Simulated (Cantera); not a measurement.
A closed system holds: 1 mol C2F6, 0.48 mol HCl, held at 47.0 mbar.

Cantera equilibrium calculation (NASA polynomials, part measured and part estimated; ideal gas, pure solids and liquids). Candidate condensed phases: C, C6H6, C7H8, C8H18; 118 gas species. The feed counts by its element totals alone. The tables' values for C2F4 are old estimates; treat these amounts as uncertain. Gases not in the tables: C2F6 and larger saturated fluorocarbons. The numbers say what is thermodynamically allowed, not how fast it happens.

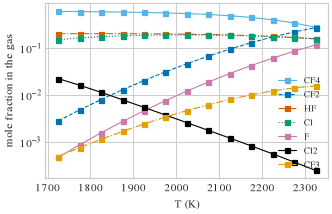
Equilibrium gas composition (values under 1e-9 drawn at 1e-9)

From 1725 K to 2325 K the condensed part is C(graphite). The main C-bearing gas is CF4 throughout.
